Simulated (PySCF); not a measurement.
# C₃H₈OSeSi: electronic excitations

Wanted: the electronic excitations of C₃H₈OSeSi (`O=CCC[Se][SiH3]`), by calculation.

Computed with PySCF 2.14.0, with density-fitted response routines of our own, on a single molecule in the gas phase. Atoms are numbered from 0 throughout.

## 1. The molecule as given

14 atoms, charge 0, multiplicity 1; geometry from: GFN2-xTB.

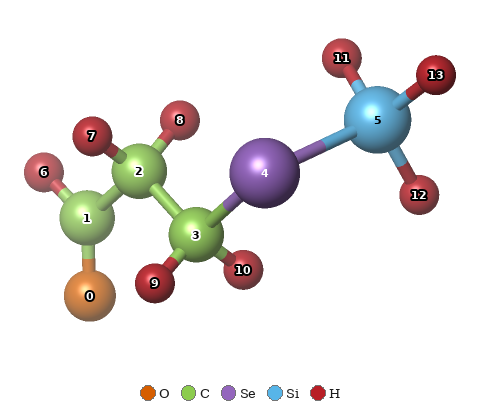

As it starts; oxygen orange, carbon green, selenium purple, silicon blue, hydrogen red, atoms numbered.

## 2. TDDFT and polarisability: PBE0/def2-SVPD

Job settings and geometry (Å):

```
{"job": {"kind": "uv", "xc": "PBE0", "basis": "def2-SVPD", "nstates": 8, "ntriplets": 3}, "charge": 0, "multiplicity": 1}
O     -2.552225    -1.214616    -0.836519
C     -2.375461    -0.157173    -0.304097
C     -1.193357     0.213074     0.546509
C     -0.217523    -0.937433     0.711342
Se     1.335394    -0.446792     1.829927
Si     2.555939     0.664644     0.262158
H     -3.108061     0.669075    -0.407558
H     -1.566611     0.543585     1.520565
H     -0.709429     1.078336     0.082892
H     -0.698699    -1.778399     1.211971
H      0.161319    -1.275538    -0.253643
H      1.809737     1.838209    -0.195283
H      2.780353    -0.239674    -0.862244
H      3.777946     1.042230     0.951839
```

With the program's defaults for keys left out, this is: TDDFT PBE0/def2-SVPD, vertical, gas phase, core orbitals frozen in the response.

Run with:

```
> OMP_NUM_THREADS=1 python probes_run.py task.json out
```

The driver reads the jobs from task.json and runs them one after another.

The log of the run:

```text
coarse grid: 54240 points
cycle   1  E = -2884.1515133274  dE = -3.560e-01  |g| = 7.213e-01  |ddm| = 4.896e+00
cycle   2  E = -2883.7789521487  dE =  3.726e-01  |g| = 1.541e+00  |ddm| = 2.588e+00
cycle   3  E = -2884.2601248702  dE = -4.812e-01  |g| = 9.366e-02  |ddm| = 1.875e+00
cycle   4  E = -2884.2617536590  dE = -1.629e-03  |g| = 5.235e-02  |ddm| = 2.273e-01
cycle   5  E = -2884.2624613377  dE = -7.077e-04  |g| = 1.196e-02  |ddm| = 1.008e-01
cycle   6  E = -2884.2624895885  dE = -2.825e-05  |g| = 4.094e-03  |ddm| = 2.205e-02
cycle   7  E = -2884.2624937038  dE = -4.115e-06  |g| = 1.265e-03  |ddm| = 7.101e-03
final grid: 112808 points
cycle   8  E = -2884.2625263623  dE =  5.144e-07  |g| = 2.124e-03  |ddm| = 8.664e-03
cycle   9  E = -2884.2625240025  dE =  2.360e-06  |g| = 4.037e-03  |ddm| = 6.148e-03
cycle  10  E = -2884.2625272816  dE = -3.279e-06  |g| = 3.377e-04  |ddm| = 3.925e-03
cycle  11  E = -2884.2625273054  dE = -2.379e-08  |g| = 3.909e-05  |ddm| = 4.762e-04
cycle  12  E = -2884.2625273058  dE = -3.683e-10  |g| = 8.588e-06  |ddm| = 7.073e-05
converged SCF energy = -2884.2625273058

Static polarisability (au): isotropic 95.996, principal 83.599 89.844 114.546

Singlet excitations
state   eV       nm        f      main configurations
  1   4.2808    289.6   0.00066   H-1->L 0.60, H->L 0.38
  2   4.8989    253.1   0.00459   H->L+1 0.91
  3   5.0218    246.9   0.00107   H->L 0.61, H-1->L 0.36
  4   5.3337    232.5   0.01477   H->L+2 0.92
  5   5.9893    207.0   0.00261   H->L+3 0.96
  6   6.3965    193.8   0.00279   H->L+5 0.77, H->L+4 0.11
  7   6.4613    191.9   0.00623   H->L+4 0.47, H-1->L+1 0.16, H->L+7 0.14
  8   6.5736    188.6   0.01797   H-1->L+1 0.61, H->L+6 0.13

Triplet excitations (Tamm-Dancoff, eV): 3.6885 4.5132 4.8950
```

Wall time 83 s (1 thread of Arm Neoverse N1, shared host); peak memory 0.89 GiB.

Frontier orbitals and where they lie:

```
orbital     eV                        atoms
 HOMO−3  -9.68  Se4 27 %, C3 23 %, Si5 18 %
 HOMO−2  -8.52  Se4 57 %, Si5 17 %, C3 10 %
 HOMO−1  -7.82    O0 53 %, C1 15 %, C2 10 %
   HOMO  -6.64    Se4 69 %, Si5 9 %, C3 7 %
   LUMO  -0.95     C1 42 %, O0 36 %, C2 9 %
 LUMO+1  -0.34   Se4 39 %, Si5 24 %, C3 8 %
 LUMO+2  -0.01  Se4 39 %, Si5 22 %, C3 14 %
```

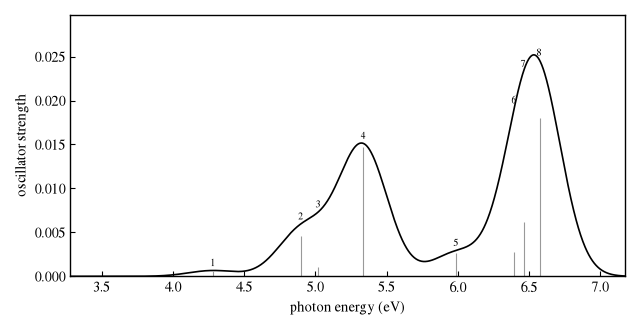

Absorption spectrum from the 8 singlet states computed; above the last one it falls off for lack of states. Lines are broadened to a width of 0.40 eV (Gaussian).

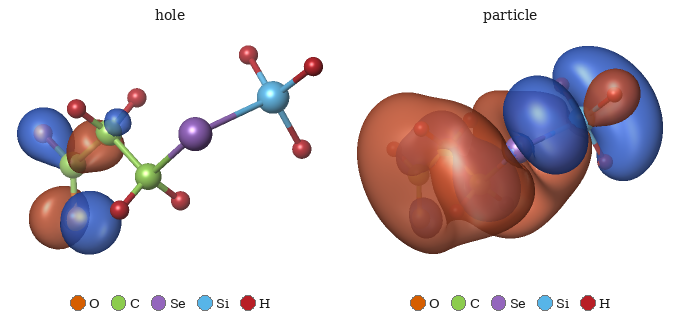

Leading natural transition orbitals of singlet state 8: the electron leaves the hole (left) for the particle orbital (right).

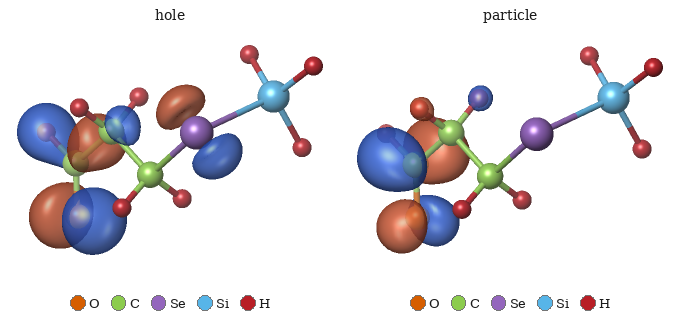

Leading natural transition orbitals of singlet state 1: the electron leaves the hole (left) for the particle orbital (right).

Ground-state properties from the same run:

```
           property  computed
  dipole moment (D)      2.23
polarisability (Å³)     14.23
 HOMO–LUMO gap (eV)      5.69
      −ε(HOMO) (eV)      6.64
```

The fields below are evaluated on a grid from the run's orbitals.

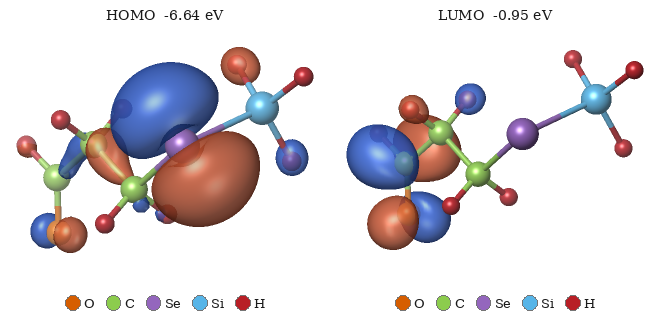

Frontier orbitals at PBE0/def2-SVPD; each surface holds 70 % of the orbital's density, blue and red mark the sign.

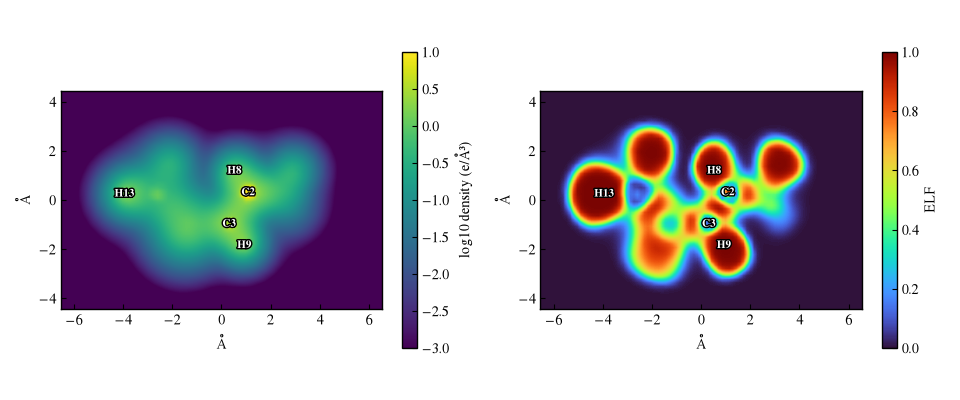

Density (left) and ELF (right) in a plane through or near 5 of the atoms.

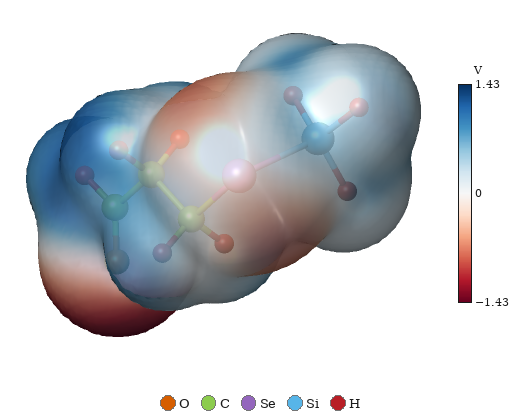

Electrostatic potential on the surface of density 0.002 e/bohr³; red is low, blue high. It runs from -1.43 V near O0 to 1.26 V near C1.

## 3. Outcome

```
                                quantity                        value
         lowest singlet (PBE0/def2-SVPD)  4.28 eV (290 nm), f = 0.001
brightest single state of those computed  state 8, 6.57 eV, f = 0.018
                          lowest triplet                      3.69 eV
   surface potential, least and greatest           -1.43 V and 1.26 V
```

In words: The lowest singlet, at 4.28 eV, is HOMO−1→LUMO 0.60, HOMO→LUMO 0.38 and is dark; of the 8 states computed, the strongest absorption comes from state 8 at 6.57 eV (the last computed, so partners may be missing). The lowest triplet lies 0.59 eV below the lowest singlet (triplets in Tamm-Dancoff, singlets in full TDDFT). At PBE0/def2-SVPD, counted by nearest atom on the grid, the HOMO lies on Se4 76 %, the LUMO on C1 43 %; O0 31 %.
